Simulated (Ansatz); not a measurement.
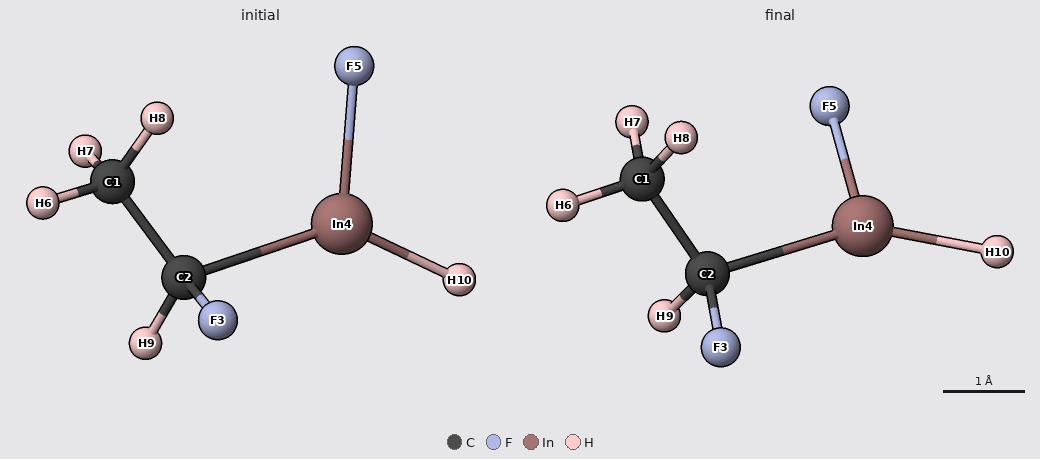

The structure of C$_{2}$H$_{5}$F$_{2}$In before (left) and after (right) a relaxation, at one scale.

A ball-and-stick model, seen at a tilt.

The start comes from GFN2-xTB.

Computed with Ansatz 0.2.0, RKS PBE0-D4/def2-TZVP. (force threshold 0.005 eV/Å; at most 150 steps)

Q: Summarise the run.

A: F5 moves most after the best rigid fit: 1.48 Å. Largest moves by element: F 1.48 Å, H 0.90 Å, C 0.23 Å, In 0.11 Å. Some distances before and after: C2–In4 2.287 → 2.174 Å, In4–H10 1.748 → 1.703 Å, C2–F3 1.388 → 1.395 Å, C1–C2 1.503 → 1.507 Å. Among the angles between lasting bonds that change: F3–C2–In4 102.4° → 110.2°, In4–C2–H9 112.8° → 107.3°, C2–In4–H10 139.6° → 144.5°. Groups turn about C2–In4 by about 60°. After 28 accepted moves (29 points after the start) the energy has fallen by 0.105 eV. Largest force component: 0.92 eV/Å at the start, 0.0046 eV/Å at the end. The line search rejected the trial step at point 12 of the run. The run took 42 s on 4 threads of AMD EPYC 9R45 96-Core, on a shared host.
